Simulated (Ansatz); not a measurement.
# Converging zone-centre phonons against the mesh: AlRh (Pm-3m, 2 atoms in the cell)

```xyz
2
Lattice="2.9922 0.0000 0.0000 0.0000 2.9922 0.0000 0.0000 0.0000 2.9922" Properties=species:S:1:pos:R:3 pbc="T T T"
Al     0.0000     0.0000     0.0000
Rh     1.4961     1.4961     1.4961
```

Method of the run: LDA (PW92), default PAW files made with PBE (plane waves; Ansatz, a program for electronic structure).

Base settings: basis.ecutwfc = 420 eV; kpoints.mp_grid.grid = 11 11 11; hamiltonian.xc = lda; hamiltonian.pseudopotentials = {kind: paw} (the program's default PAW files); scf.occupations.method = gaussian; scf.occupations.width = 0.1 eV.

In this ladder: phonons.method = dfpt.

Frequencies are those of the unrelaxed cell, without the LO-TO term of polar crystals.

Only quantities that move along the ladder and can be compared are tabulated.

Core times come from one kind of shared machine, to one figure; runs under 30 s give none.

The starting cell comes from a database of computed structures (which also holds hypothetical and non-ambient phases and stackings), without a prior relaxation at this level. Its lattice was rescaled by up to half a per cent. Spin polarisation is off. In the base run, with a pressure of about -9 GPa the cell is away from its equilibrium volume at this level.

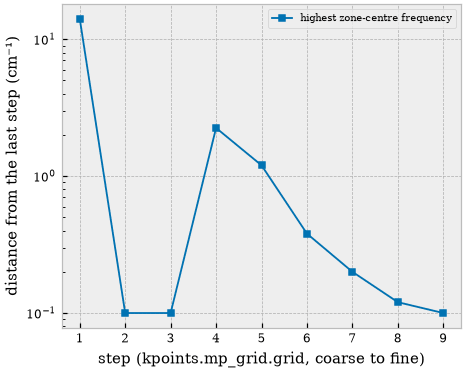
Distance from the last step along the ladder; very small values are drawn at a floor.

```csv
kpoints.mp_grid.grid,highest zone-centre frequency (cm⁻¹),core time / last (rough)
3 3 3,249.2,–
4 4 4,263.4,–
5 5 5,263.3,–
6 6 6,265.6,–
7 7 7,262.2,–
9 9 9,263.0,–
13 13 13,263.6,–
16 16 16,263.5,0.5
20 20 20,263.4,0.6
25 25 25,263.4,1
```

Coarsest kpoints.mp_grid.grid that holds the highest zone-centre frequency within 5 cm⁻¹ of the last step, with all finer ones: 4 4 4; the step before is off by 14 cm⁻¹.

Keys are those of Ansatz 0.2.
